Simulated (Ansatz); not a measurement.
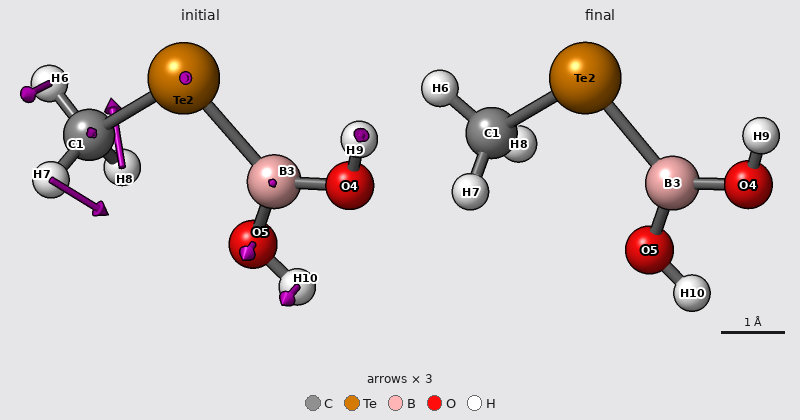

The structure of CH$_{5}$BO$_{2}$Te before (left) and after (right) a relaxation, at one scale. The purple arrows give the displacements, 3 times their true length.

Style: ball-and-stick. Shown at a tilt.

The start comes from PBE-D4/def2-SVP.

All numbers below come from RKS PBE0-D4/def2-TZVP (Ansatz 0.2.0).

Input
```yaml
crystal:
  periodic: [false, false, false]
  atoms:
    - {symbol: C, position_ang: [-0.826868, -1.691707, -0.619005]}
    - {symbol: Te, position_ang: [-1.590147, 0.228991, 0.083289]}
    - {symbol: B, position_ang: [0.407423, 1.094505, 0.397659]}
    - {symbol: O, position_ang: [0.615033, 2.343915, 0.928906]}
    - {symbol: O, position_ang: [1.482265, 0.336685, 0.028177]}
    - {symbol: H, position_ang: [-1.607039, -2.147797, -1.254276]}
    - {symbol: H, position_ang: [-0.605561, -2.336915, 0.248996]}
    - {symbol: H, position_ang: [0.089962, -1.496836, -1.201369]}
    - {symbol: H, position_ang: [-0.200074, 2.807464, 1.184527]}
    - {symbol: H, position_ang: [2.317906, 0.810595, 0.205997]}
basis:
  gaussian: {orbitals: def2-TZVP}
hamiltonian: {xc: pbe0, dispersion: d4}
relax: {f_tol: 0.005, max_steps: 150}
```

What changed between the two?

The atom that moves furthest after the best rigid fit is H8 (0.43 Å). Largest moves by element: H 0.43 Å, O 0.17 Å, Te 0.08 Å, C 0.07 Å, B 0.04 Å. Among the contacts that change: C1–Te2 2.183 → 2.142 Å, Te2–B3 2.200 → 2.177 Å, C1–H6 1.105 → 1.088 Å, O4–H9 0.972 → 0.958 Å. Groups turn about C1–Te2 by about 25°. After 23 accepted moves (29 points after the start) the energy has fallen by 1.06 kcal/mol. The largest force component goes from 0.64 to 0.0032 eV/Å. The line search rejected the trial steps at points 12, 13, 16, 17, 20, 27 of the run. The forces were under the threshold at step 14, but the run went on from there.
